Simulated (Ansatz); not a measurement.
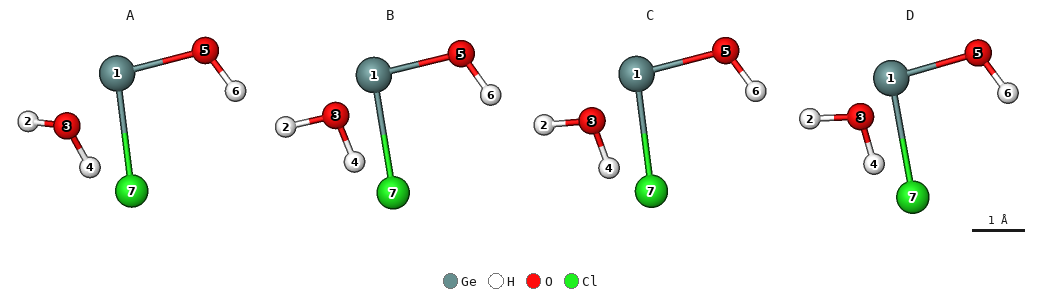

4 geometries from one relaxation of GeH3O2Cl, in shuffled order. The picture is a ball-and-stick view, seen from a free direction.

The run prepares an end point of a later path (reaction) calculation, from a guessed geometry.

Computed with RKS PBE-D4/def2-SVP (Ansatz). Settings: no spin polarisation; force threshold 0.03 eV/Å; at most 50 steps.

Q: Order the frames from highest to lowest energy.

A: A, C, B, D. They are steps 0, 1, 3, 10, at +5.55 kcal/mol, +4.30 kcal/mol, +1.46 kcal/mol relative to the last. After 10 geometry steps the energy has fallen by 5.55 kcal/mol. Largest force component: 0.75 eV/Å at the start, 0.022 eV/Å at the end. The atom that moves furthest after the best rigid fit is O3 (0.51 Å). By element the largest moves are O 0.51 Å, H 0.33 Å, Ge 0.15 Å, Cl 0.12 Å. Among the contacts that change: Ge1–O3 2.953 → 2.361 Å, Ge1–Cl7 2.287 → 2.338 Å, H2–O3 0.991 → 0.979 Å, Ge1–O5 1.793 → 1.802 Å. Bond angles that change, for instance: H2–O3–H4 100.1° → 103.8°.

Limits of the set-up: the start holds two separate molecules, 2.5 Å apart at their closest, whose relative position is a soft coordinate.
